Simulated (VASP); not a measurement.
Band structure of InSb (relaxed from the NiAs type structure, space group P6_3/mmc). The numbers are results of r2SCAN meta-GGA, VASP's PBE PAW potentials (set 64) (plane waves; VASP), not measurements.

Unless said otherwise, spin-orbit coupling is left out, though it shifts the bands of the heavy elements here.

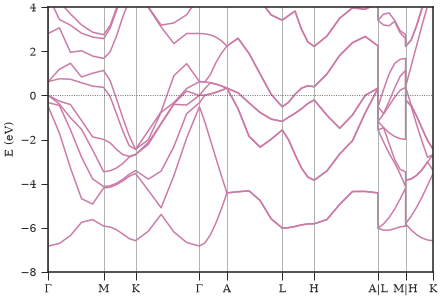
Bands along high-symmetry lines, zero at the valence-band maximum or, without a gap, the Fermi level

Read the plot: is there a gap, and where are the band edges?

It has no gap at this level: it comes out as a metal or semimetal.

The structure was generated: InSb was put into the NiAs type type (P6_3/mmc), which need not be its known phase. It was relaxed first, which changed the volume by +5 %.
